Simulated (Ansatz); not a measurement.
Si7O16 (charge +1): geometry relaxation (part 3 of 4)

Continued. System: Si7O16 (defect cell, 23 atoms in the cell, total charge +1). Method: DFT PBE, scalar-relativistic, plane waves, PAW, spin-polarised (Ansatz 0.2.0); cutoff 420 eV, 2×2×2 k-mesh, Gaussian smearing of 0.01 eV, collinear spins. The structure derives from a Materials Project entry. It belongs to a series of runs on one base structure; here: Si vacancy (site a), charge +1, atoms relaxed at the host's cell.

Geometry of the input (Å; fractional positions):
```
-5.0833  -5.0833  0.0000
-5.0833  5.0833  0.0000
5.0833  0.0000  -7.0989
Si 0.0163  0.7506  0.5004
Si 0.6178  0.8788  0.2744
Si 0.1389  0.3393  0.2605
Si 0.8439  0.6222  0.7264
Si 0.3782  0.1622  0.7401
Si 0.2225  0.5110  1.0056
Si 0.7172  0.9905  0.9950
O  0.4816  0.2502  0.6398
O  -0.0254  0.7501  0.6705
O  0.9458  0.1406  0.1433
O  0.3914  0.7254  0.1722
O  0.3438  0.2512  0.3602
O  0.8034  0.7502  0.3306
O  0.0061  0.5601  0.8833
O  0.5647  0.1135  0.8932
O  0.3032  0.3619  0.8571
O  0.7199  0.7766  0.8282
O  0.6944  0.4241  0.5146
O  0.1900  0.9595  0.5899
O  0.6243  0.9403  0.1175
O  0.1735  0.3872  0.1075
O  0.6806  0.0814  0.4887
O  0.1015  0.5427  0.4105
```

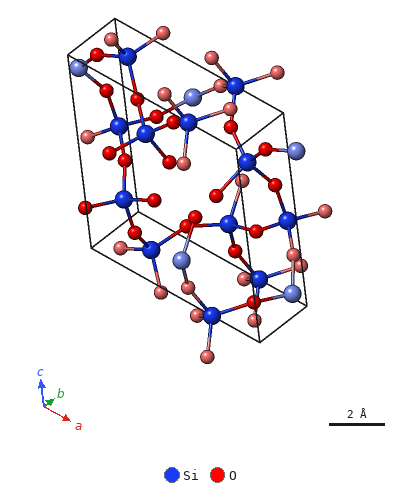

*The geometry at step 7 of the log (ball-and-stick view of the cell of the calculation, seen slightly off an axis; neighbours outside the cell are drawn fainter).*

Trajectory as extended XYZ, continued:
```
23
Lattice="-5.0833 -5.0833 0.0000 -5.0833 5.0833 0.0000 5.0833 0.0000 -7.0989" Properties=species:S:1:pos:R:3:forces:R:3 step=2 energy=-13541.67339
Si   -1.3610    3.7273   -3.5527   -0.3172  -0.3098   0.0028
Si   -6.2045    1.3152   -1.9258    0.1455  -0.2495   0.7183
Si   -1.1051    1.0191   -1.8503    0.1245   0.8826   0.6348
Si   -3.7711   -1.1181   -5.1775   -0.3675   0.1953  -1.0032
Si    1.0141   -1.0963   -5.2534    0.9337   0.1525  -0.6456
Si    1.3899    1.4635   -7.1345   -0.0166  -0.0199  -0.0459
Si   -3.6262    1.3964   -7.0682   -0.0169  -0.0207   0.0668
O    -0.4768   -1.1834   -4.5251   -0.7005  -0.0803   0.4599
O    -0.2799    3.9425   -4.7604    0.3051   0.0202   0.2332
O    -4.7933   -4.0927   -1.0239   -0.1051  -0.0949  -0.1785
O    -4.7940    1.6908   -1.2142   -0.1424   0.0162  -0.1931
O    -1.1960   -0.4763   -2.5758   -0.0524  -0.6257  -0.4407
O    -6.2168   -0.2746   -2.3476    0.0137   0.3373  -0.2436
O     1.6120    2.8211   -6.2791    0.0644   0.1166   0.2146
O     1.0882   -2.2881   -6.3427   -0.1157   0.0577   0.0900
O     0.9758    0.3000   -6.0786   -0.0812  -0.0997   0.1640
O    -3.4048    0.2957   -5.8888    0.0062  -0.1344   0.1732
O    -3.0671   -1.3579   -3.6755    0.0865   0.0238   0.1450
O    -2.8491    3.9098   -4.1874   -0.0668   0.0282   0.0155
O    -7.3515    1.6069   -0.8265    0.1215   0.0741  -0.2342
O    -2.2983    1.0826   -0.7616    0.0623  -0.1090  -0.0897
O    -1.3688   -3.0487   -3.4396    0.0859  -0.0725   0.1743
O    -1.1901    2.2394   -2.9147    0.0332  -0.0886  -0.0185
23
Lattice="-5.0833 -5.0833 0.0000 -5.0833 5.0833 0.0000 5.0833 0.0000 -7.0989" Properties=species:S:1:pos:R:3:forces:R:3 step=3 energy=-13541.54293 accepted=F
Si   -1.4102    3.6882   -3.5495    0.5052   0.4637  -0.0019
Si   -6.1509    1.2584   -1.8019    0.0555   0.4150  -1.3411
Si   -1.1043    1.0568   -1.7825   -0.3338  -1.1495  -1.1984
Si   -3.8391   -1.0638   -5.3006    0.4469  -0.0466   1.4809
Si    1.0446   -1.0937   -5.3180   -1.0891  -0.6043   1.0427
Si    1.4274    1.4420   -7.0797   -0.1582   0.1602  -0.2862
Si   -3.6432    1.4340   -7.1190    0.0728  -0.1083   0.1979
O    -0.4588   -1.3802   -4.4937    0.2899   0.6426  -0.2365
O    -0.2579    3.9334   -4.6872   -0.2355  -0.1085  -0.4442
O    -4.7449   -4.1574   -1.1005    0.3230   0.1516   0.2622
O    -4.7221    1.6544   -1.2005    0.2864  -0.1412   0.5025
O    -1.3059   -0.4288   -2.6608    0.3062   0.1894   0.3083
O    -6.2340   -0.2429   -2.4153   -0.1285  -0.2328   0.4192
O     1.6479    2.8395   -6.2902    0.0060  -0.1816  -0.3993
O     1.0109   -2.2504   -6.4314    0.1779   0.0077  -0.3930
O     0.9045    0.3466   -6.0005    0.1359   0.3119  -0.2035
O    -3.4435    0.3665   -5.9006   -0.1183   0.2204  -0.4466
O    -3.0464   -1.2626   -3.7743   -0.1410  -0.1120  -0.3013
O    -2.8742    3.8800   -4.2076    0.2238  -0.0910  -0.1528
O    -7.3311    1.6539   -0.8119   -0.1926  -0.0111   0.4188
O    -2.2617    1.0015   -0.6742   -0.0655   0.1272   0.4237
O    -1.2578   -3.0278   -3.3183   -0.2291  -0.2019   0.1947
O    -1.2242    2.2265   -2.8859   -0.1373   0.2992   0.1535
23
Lattice="-5.0833 -5.0833 0.0000 -5.0833 5.0833 0.0000 5.0833 0.0000 -7.0989" Properties=species:S:1:pos:R:3:forces:R:3 step=4 energy=-13541.80797
Si   -1.3815    3.7086   -3.5531    0.0371   0.0218   0.0057
Si   -6.1765    1.2936   -1.8634   -0.0485  -0.0518  -0.0155
Si   -1.1035    1.0131   -1.8342    0.0615   0.1605   0.0073
Si   -3.7941   -1.0907   -5.2383   -0.0805  -0.0349  -0.0168
Si    1.0100   -1.0919   -5.2719    0.1335   0.0161  -0.0243
Si    1.4136    1.4529   -7.1159   -0.0148  -0.0059   0.0342
Si   -3.6386    1.4181   -7.0864   -0.0025   0.0004  -0.0324
O    -0.4993   -1.2144   -4.4964   -0.0021  -0.0269   0.0425
O    -0.2659    3.9429   -4.7315   -0.0022  -0.0600   0.0118
O    -4.7691   -4.1297   -1.0596   -0.0107   0.0292  -0.0594
O    -4.7574    1.6757   -1.2038   -0.0611  -0.0192  -0.0374
O    -1.2212   -0.4942   -2.6148   -0.0164   0.0063  -0.0381
O    -6.2181   -0.2595   -2.3765   -0.0573   0.0102  -0.0051
O     1.6359    2.8322   -6.2940    0.0387   0.0498  -0.0018
O     1.0425   -2.2652   -6.3803   -0.0660   0.0500   0.0237
O     0.9414    0.3256   -6.0440    0.0324   0.0092   0.0507
O    -3.4219    0.3298   -5.8985   -0.0144   0.0042   0.0074
O    -3.0505   -1.3229   -3.7328    0.0078  -0.0243   0.0464
O    -2.8629    3.8972   -4.1953   -0.0248  -0.0475  -0.0773
O    -7.3421    1.6321   -0.8108    0.0766   0.0231  -0.0007
O    -2.2765    1.0360   -0.7261    0.0585  -0.0602  -0.0090
O    -1.3336   -3.0424   -3.3686   -0.0018   0.0009  -0.0075
O    -1.2051    2.2270   -2.9079   -0.0431  -0.0509   0.0955
23
Lattice="-5.0833 -5.0833 0.0000 -5.0833 5.0833 0.0000 5.0833 0.0000 -7.0989" Properties=species:S:1:pos:R:3:forces:R:3 step=5 energy=-13541.80637 accepted=F
Si   -1.3798    3.7085   -3.5515   -0.0002   0.0385  -0.0111
Si   -6.1831    1.2960   -1.8572    0.0064   0.0966   0.0235
Si   -1.1019    1.0260   -1.8188   -0.0576  -0.1591   0.0347
Si   -3.7953   -1.0942   -5.2509    0.0979  -0.0145  -0.0153
Si    1.0196   -1.0956   -5.2834   -0.1094  -0.0113  -0.0167
Si    1.4207    1.4450   -7.1067    0.0545  -0.0007  -0.0246
Si   -3.6425    1.4296   -7.0974    0.0165   0.0675   0.0065
O    -0.4464   -1.2706   -4.4328   -0.0641   0.1574  -0.1224
O    -0.2567    3.9046   -4.7238    0.0681  -0.0173  -0.0680
O    -4.7471   -4.1352   -1.0908    0.0295  -0.0094  -0.0013
O    -4.7562    1.6501   -1.1991    0.1285  -0.0198   0.0457
O    -1.2670   -0.4371   -2.6763    0.1075  -0.0807   0.1080
O    -6.2578   -0.2461   -2.3861   -0.0262   0.0037   0.0347
O     1.6698    2.8408   -6.3117   -0.0901   0.0109  -0.0316
O     1.0014   -2.2484   -6.4131    0.0072  -0.0907  -0.0594
O     0.9348    0.3433   -6.0118   -0.0019   0.0335   0.0030
O    -3.4437    0.3385   -5.9046   -0.0328  -0.0236   0.0371
O    -3.0624   -1.3309   -3.7350    0.0258   0.0077   0.0010
O    -2.8337    3.8700   -4.2475    0.0763  -0.0505   0.0827
O    -7.3309    1.6692   -0.7967   -0.0648  -0.0685   0.0810
O    -2.2590    0.9965   -0.6921   -0.0886   0.0162   0.0476
O    -1.3307   -3.0425   -3.3654   -0.0353   0.0015  -0.0516
O    -1.2268    2.2564   -2.8513   -0.0470   0.1126  -0.1035
23
Lattice="-5.0833 -5.0833 0.0000 -5.0833 5.0833 0.0000 5.0833 0.0000 -7.0989" Properties=species:S:1:pos:R:3:forces:R:3 step=6 energy=-13541.82481
Si   -1.3859    3.7043   -3.5540    0.0214   0.0064   0.0126
Si   -6.1798    1.2989   -1.8591   -0.0221   0.0274   0.0472
Si   -1.0992    1.0156   -1.8211    0.0132   0.0247   0.0010
Si   -3.7934   -1.0960   -5.2451    0.0152  -0.0249  -0.0223
Si    1.0107   -1.0932   -5.2840    0.0265   0.0129  -0.0019
Si    1.4249    1.4480   -7.1108   -0.0124   0.0206  -0.0179
Si   -3.6401    1.4270   -7.0915    0.0166  -0.0050  -0.0025
O    -0.4871   -1.2178   -4.4840   -0.0040   0.0108  -0.0142
O    -0.2575    3.9002   -4.7254   -0.0085  -0.0046   0.0180
O    -4.7465   -4.1295   -1.0857    0.0065   0.0057  -0.0271
O    -4.7483    1.6483   -1.2050    0.0250  -0.0218  -0.0082
O    -1.2275   -0.4760   -2.6320   -0.0136  -0.0232  -0.0129
O    -6.2582   -0.2427   -2.3926   -0.0090  -0.0272  -0.0318
O     1.6587    2.8424   -6.3127   -0.0195   0.0223  -0.0341
O     1.0079   -2.2520   -6.4088   -0.0228   0.0046   0.0133
O     0.9466    0.3430   -6.0192    0.0036   0.0015   0.0315
O    -3.4479    0.3373   -5.8971   -0.0166   0.0268   0.0131
O    -3.0458   -1.3329   -3.7386   -0.0174   0.0292   0.0294
O    -2.8511    3.8657   -4.2313   -0.0033  -0.0349  -0.0082
O    -7.3275    1.6528   -0.7899    0.0244  -0.0266   0.0475
O    -2.2579    1.0030   -0.6961    0.0044  -0.0149  -0.0032
O    -1.3398   -3.0146   -3.3525    0.0221  -0.0227  -0.0333
O    -1.2299    2.2423   -2.8672   -0.0298   0.0131   0.0044
23
Lattice="-5.0833 -5.0833 0.0000 -5.0833 5.0833 0.0000 5.0833 0.0000 -7.0989" Properties=species:S:1:pos:R:3:forces:R:3 step=7 energy=-13541.83010
Si   -1.3963    3.6930   -3.5535   -0.0226  -0.0254   0.0032
Si   -6.1754    1.2907   -1.8431   -0.0206   0.0190  -0.1143
Si   -1.0908    1.0091   -1.8152    0.0010  -0.0102  -0.0008
Si   -3.8024   -1.0913   -5.2550    0.0350   0.0112   0.0569
Si    1.0086   -1.0878   -5.2942   -0.0084   0.0252   0.0118
Si    1.4440    1.4519   -7.1086    0.0274  -0.0707   0.0023
Si   -3.6400    1.4410   -7.0949   -0.0735   0.0046   0.0172
O    -0.4929   -1.1992   -4.4983    0.0101  -0.0244   0.0023
O    -0.2582    3.8662   -4.7170    0.0154   0.0235  -0.0368
O    -4.7177   -4.1224   -1.1175    0.0194   0.0088  -0.0048
O    -4.7255    1.6081   -1.2125   -0.0014  -0.0022  -0.0082
O    -1.2299   -0.4787   -2.6346   -0.0035   0.0067  -0.0094
O    -6.2925   -0.2406   -2.4039    0.0203   0.0293   0.0459
O     1.6649    2.8697   -6.3451   -0.0397   0.0288   0.0076
O     0.9802   -2.2314   -6.4369    0.0279  -0.0110  -0.0258
O     0.9682    0.3687   -5.9915    0.0078   0.0091   0.0084
O    -3.4910    0.3597   -5.8866   -0.0022  -0.0110   0.0178
O    -3.0570   -1.3168   -3.7421   -0.0038  -0.0343  -0.0454
O    -2.8533    3.8254   -4.2511   -0.0195   0.0083   0.0011
O    -7.2995    1.6550   -0.7486    0.0563  -0.0385  -0.0208
O    -2.2318    0.9819   -0.6693   -0.0148   0.0341   0.0193
O    -1.3280   -3.0211   -3.3415   -0.0222   0.0315   0.0889
O    -1.2582    2.2434   -2.8430    0.0116  -0.0124  -0.0165
23
Lattice="-5.0833 -5.0833 0.0000 -5.0833 5.0833 0.0000 5.0833 0.0000 -7.0989" Properties=species:S:1:pos:R:3:forces:R:3 step=8 energy=-13541.83025
Si   -1.4027    3.6916   -3.5550    0.0257  -0.0370  -0.0258
Si   -6.1720    1.2796   -1.8447    0.0121   0.0282   0.1533
Si   -1.0779    1.0144   -1.8173   -0.0238  -0.0381  -0.0060
Si   -3.8195   -1.0907   -5.2525    0.0084  -0.0266  -0.0793
Si    1.0139   -1.0845   -5.2971   -0.0004  -0.0586  -0.0134
Si    1.4492    1.4527   -7.1145   -0.0509   0.0716  -0.0448
Si   -3.6339    1.4356   -7.0860    0.0637  -0.0155  -0.0094
O    -0.4971   -1.2157   -4.5274   -0.0393   0.0739   0.0301
O    -0.2801    3.8836   -4.7310   -0.0327  -0.0179   0.0414
O    -4.7031   -4.1193   -1.1213    0.0145   0.0099   0.0050
O    -4.7105    1.5829   -1.2324    0.0294  -0.0015   0.0097
O    -1.2390   -0.4727   -2.6335   -0.0048  -0.0566  -0.0588
O    -6.2857   -0.2462   -2.4051   -0.0284  -0.0177  -0.0692
O     1.6254    2.8856   -6.3651    0.0202  -0.0286  -0.0138
O     1.0111   -2.2186   -6.4513    0.0056  -0.0008  -0.0211
O     0.9872    0.3756   -5.9861    0.0075   0.0065   0.0054
O    -3.5096    0.3700   -5.8601    0.0084   0.0308  -0.0165
O    -3.0691   -1.3558   -3.7521   -0.0623   0.0916   0.0771
O    -2.8695    3.8221   -4.2314    0.0130   0.0072   0.0182
O    -7.2737    1.6066   -0.7171   -0.0561   0.0204   0.0263
O    -2.2122    1.0140   -0.6637    0.0049  -0.0010   0.0290
O    -1.3674   -2.9737   -3.2988    0.0859  -0.0564  -0.0383
O    -1.2385    2.2370   -2.8603   -0.0008   0.0161   0.0010
23
Lattice="-5.0833 -5.0833 0.0000 -5.0833 5.0833 0.0000 5.0833 0.0000 -7.0989" Properties=species:S:1:pos:R:3:forces:R:3 step=9 energy=-13541.84369
Si   -1.4087    3.6857   -3.5584    0.0499  -0.0156   0.0241
Si   -6.1610    1.2876   -1.8219   -0.0279  -0.0703  -0.0586
Si   -1.0749    0.9902   -1.8322    0.0161   0.0204  -0.0072
Si   -3.8210   -1.0968   -5.2439   -0.0441   0.0229  -0.0056
Si    1.0170   -1.0998   -5.3101    0.0693  -0.0297  -0.0144
Si    1.4768    1.4490   -7.1055   -0.0181  -0.0105  -0.0125
Si   -3.6406    1.4215   -7.0980   -0.0314   0.0151  -0.0120
O    -0.5103   -1.1786   -4.5662   -0.0101   0.0310  -0.0823
O    -0.2891    3.8523   -4.7406   -0.0118   0.0156  -0.0646
O    -4.6890   -4.1432   -1.1521    0.0109  -0.0128   0.0302
O    -4.6941    1.5720   -1.2137    0.0038   0.0109   0.0124
O    -1.2622   -0.4722   -2.7009   -0.0219   0.0686   0.0717
O    -6.3014   -0.2160   -2.4411    0.0083   0.0631  -0.0002
O     1.6615    2.8745   -6.3410    0.0261  -0.0273   0.0201
O     0.9972   -2.2280   -6.4722   -0.0199   0.0135   0.0396
O     1.0168    0.3691   -5.9797   -0.0035  -0.0164   0.0070
O    -3.5295    0.3615   -5.8675   -0.0085  -0.0155   0.0180
O    -3.1376   -1.2931   -3.6968    0.0332  -0.0589   0.0389
O    -2.8764    3.7900   -4.2367   -0.0514  -0.0159  -0.0052
O    -7.2663    1.6001   -0.6944    0.0356  -0.0130   0.0024
O    -2.1907    0.9906   -0.6578   -0.0103  -0.0030  -0.0086
O    -1.3475   -2.8846   -3.2330    0.0004   0.0152  -0.0096
O    -1.2439    2.2423   -2.8404    0.0054   0.0120   0.0164
23
Lattice="-5.0833 -5.0833 0.0000 -5.0833 5.0833 0.0000 5.0833 0.0000 -7.0989" Properties=species:S:1:pos:R:3:forces:R:3 step=10 energy=-13541.83777 accepted=F
Si   -1.3831    3.7053   -3.5813   -0.2520  -0.0876  -0.0247
Si   -6.1571    1.3221   -1.8302   -0.0369   0.0847   0.0130
Si   -1.0577    1.0081   -1.8352   -0.0354   0.0095  -0.0857
Si   -3.8451   -1.1311   -5.2175    0.0443   0.0704  -0.1172
Si    1.0368   -1.1354   -5.3043   -0.0207  -0.0338   0.0077
Si    1.4857    1.4374   -7.1004   -0.0025   0.0638  -0.0003
Si   -3.6352    1.3742   -7.0843    0.0590  -0.0431   0.0138
O    -0.5399   -1.1409   -4.6527    0.0538   0.0630   0.0867
O    -0.3581    3.8442   -4.8517    0.1672  -0.0259   0.2065
O    -4.6867   -4.1953   -1.1333   -0.0264  -0.0305   0.0090
O    -4.7014    1.6006   -1.1873   -0.0262  -0.0143  -0.0158
O    -1.3260   -0.4124   -2.7504    0.0835  -0.0836  -0.0632
O    -6.2650   -0.1435   -2.5270    0.0426   0.0181  -0.0309
O     1.6931    2.8238   -6.2755    0.0114  -0.0103  -0.0026
O     1.0038   -2.2833   -6.4435   -0.0110   0.0367   0.0086
O     1.0665    0.3204   -5.9986   -0.0232  -0.0811   0.0340
O    -3.5131    0.3152   -5.8533    0.0301  -0.0242   0.0344
O    -3.2346   -1.3126   -3.6279    0.0302   0.0421  -0.0804
O    -2.8932    3.7432   -4.1915   -0.1223   0.0195  -0.0195
O    -7.2680    1.5654   -0.6919   -0.0266  -0.0562   0.0264
O    -2.1958    1.0038   -0.6894    0.0284   0.0352   0.0321
O    -1.3511   -2.7301   -3.1653    0.0240  -0.0355  -0.0316
O    -1.1495    2.2950   -2.8115    0.0088   0.0829  -0.0002
23
Lattice="-5.0833 -5.0833 0.0000 -5.0833 5.0833 0.0000 5.0833 0.0000 -7.0989" Properties=species:S:1:pos:R:3:forces:R:3 step=11 energy=-13541.85520
Si   -1.4031    3.6943   -3.5680   -0.0276  -0.0108  -0.0435
Si   -6.1624    1.3087   -1.8307   -0.0409  -0.0051  -0.0323
Si   -1.0668    0.9994   -1.8307    0.0030   0.0016  -0.0404
Si   -3.8244   -1.1153   -5.2298   -0.0513  -0.0011  -0.0107
Si    1.0209   -1.1177   -5.3088   -0.0099  -0.0010  -0.0075
Si    1.4778    1.4427   -7.1055   -0.0156   0.0244  -0.0004
Si   -3.6370    1.3974   -7.0879    0.0185   0.0072  -0.0195
O    -0.5326   -1.1393   -4.6095    0.0520   0.0181  -0.0190
O    -0.3143    3.8457   -4.7833    0.0636   0.0018   0.0387
O    -4.6887   -4.1692   -1.1372   -0.0342  -0.0174  -0.0021
O    -4.7013    1.5894   -1.2035    0.0153  -0.0011   0.0142
O    -1.2814   -0.4476   -2.7177    0.0010  -0.0187  -0.0077
O    -6.2894   -0.1781   -2.4844    0.0083   0.0229  -0.0144
O     1.6813    2.8473   -6.3095   -0.0015  -0.0124   0.0002
O     0.9941   -2.2579   -6.4555   -0.0147  -0.0005   0.0203
O     1.0362    0.3434   -5.9922   -0.0057  -0.0044  -0.0148
O    -3.5146    0.3371   -5.8583    0.0124   0.0089   0.0091
O    -3.1644   -1.3098   -3.6668   -0.0237  -0.0012   0.0129
O    -2.8917    3.7668   -4.2169    0.0145  -0.0121   0.0395
O    -7.2694    1.5874   -0.6957    0.0060  -0.0204   0.0084
O    -2.1959    0.9938   -0.6728    0.0087   0.0040  -0.0004
O    -1.3420   -2.8114   -3.2143    0.0118  -0.0077   0.0332
O    -1.2057    2.2670   -2.8250    0.0101   0.0249   0.0360
23
Lattice="-5.0833 -5.0833 0.0000 -5.0833 5.0833 0.0000 5.0833 0.0000 -7.0989" Properties=species:S:1:pos:R:3:forces:R:3 step=12 energy=-13541.85789
Si   -1.4022    3.6994   -3.5718    0.0226   0.0419   0.0103
Si   -6.1735    1.3257   -1.8344   -0.0040   0.0074  -0.0294
Si   -1.0610    1.0033   -1.8332   -0.0309  -0.0410  -0.0238
Si   -3.8186   -1.1191   -5.2212    0.0133  -0.0273   0.0123
Si    1.0261   -1.1376   -5.3153   -0.0377   0.0332   0.0435
Si    1.4755    1.4389   -7.1062    0.0151   0.0061  -0.0367
Si   -3.6398    1.3809   -7.0866    0.0154  -0.0172  -0.0250
O    -0.5287   -1.1134   -4.6215    0.0094  -0.0051  -0.0191
O    -0.3084    3.8558   -4.7805   -0.0272   0.0006  -0.0030
O    -4.6928   -4.2059   -1.1264    0.0177  -0.0084   0.0104
O    -4.7114    1.5829   -1.1970   -0.0028   0.0163   0.0136
O    -1.2907   -0.4331   -2.7382    0.0032   0.0351   0.0165
O    -6.3135   -0.1455   -2.5146   -0.0102  -0.0210  -0.0037
O     1.6774    2.8319   -6.2920   -0.0063  -0.0164  -0.0075
O     0.9651   -2.2847   -6.4512   -0.0010   0.0094   0.0083
O     1.0609    0.3196   -6.0032    0.0002  -0.0015  -0.0088
O    -3.4853    0.3237   -5.8582   -0.0123   0.0076   0.0198
O    -3.1721   -1.3050   -3.6482    0.0015  -0.0022  -0.0053
O    -2.8928    3.7243   -4.2199    0.0268   0.0003   0.0014
O    -7.2776    1.5975   -0.6959   -0.0179  -0.0074   0.0036
O    -2.2012    1.0056   -0.6886    0.0029  -0.0051   0.0166
O    -1.3432   -2.7655   -3.2006    0.0225  -0.0055   0.0144
O    -1.1666    2.2945   -2.7993   -0.0006   0.0002  -0.0081
```
